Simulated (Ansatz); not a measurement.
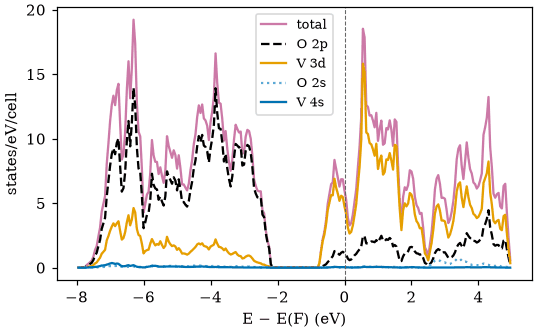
*Total and projected density of states of VO₂ in space group Pnma (No. 62; V on 4c, O on 4c, O on 4c), PBEsol in the plane-wave PAW code Ansatz*

**Question.** Which orbitals carry the states next to the Fermi level?

**Answer.** Within 0.5 eV of the Fermi level: V 3d 83 %, O 2p 16 %. Projections are on Löwdin-orthogonalised atomic valence shells; empty p or d shells of many metals are not among them.

**Question.** Where is the tallest occupied peak in this window, and what makes it?

**Answer.** Near -6.3 eV, about 19 states/eV per cell; the largest projected share is O 2p.

The workflow started from a Materials Project entry (that database holds measured and hypothetical structures alike); the Crystallography Open Database copy checked does not list it. COD files the formula under space group No. 10, 12, 14, 136. Whether it is the stable phase at ambient conditions was not checked. The cell was relaxed with PBEsol under the symmetry of its start; its stability against distortions is not shown here. Spin order of the final state: ferromagnetic, chosen from 4 collinear starts compared on coarse meshes (ties went to the first, and starts can fall back to one state), not a proven ground state. No Hubbard U is applied. The compound may be a true metal, but semilocal functionals without U, or a wrong spin order, can also close a gap.

Potentials: the earlier of the program's two PAW sets. The files were generated under PBE; for other functionals the program regenerates the frozen cores, and for LDA and PBEsol the local potential too.
